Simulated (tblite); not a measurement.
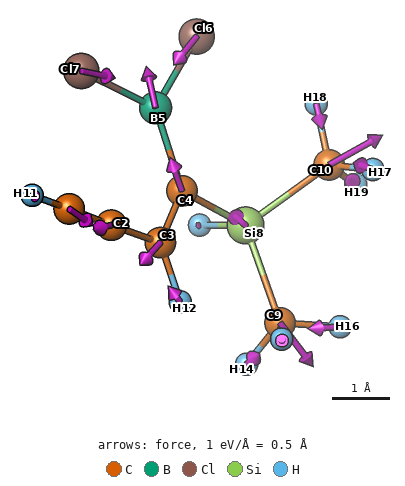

Starting geometry of C$_{6}$H$_{9}$BCl$_{2}$Si with the computed forces as purple arrows. The picture is a ball-and-stick view, seen from a free direction.

Theory: GFN2-xTB geometry optimisation, gas phase (tblite). 

> What follows when this structure is relaxed?

It isn't relaxed: the largest force vector, on a C atom, is 2.30 eV/Å. The final displacements have little in common with the starting forces (cosine between the two patterns 0.22). The largest move after the best rigid fit is that of a Cl atom, 1.01 Å. Largest moves by element: Cl 1.01 Å, H 0.79 Å, C 0.28 Å, B 0.28 Å, Si 0.12 Å. Some distances before and after: Cl–Si 3.444 → 3.279 Å, B–Cl 1.867 → 1.730 Å, B–Cl 1.816 → 1.724 Å, C–Si 1.842 → 1.906 Å. Bond angles that change, for instance: B–C–Si 123.9° → 117.1°, C–Si–C 115.0° → 108.4°, C–Si–H 106.7° → 111.8°. Groups turn about C–Si by about 40°, B–C by about 25°. After 123 geometry steps the energy has fallen by 0.761 eV. The run took 2.7 s on 1 thread of Arm Neoverse N1, with other jobs on the host.
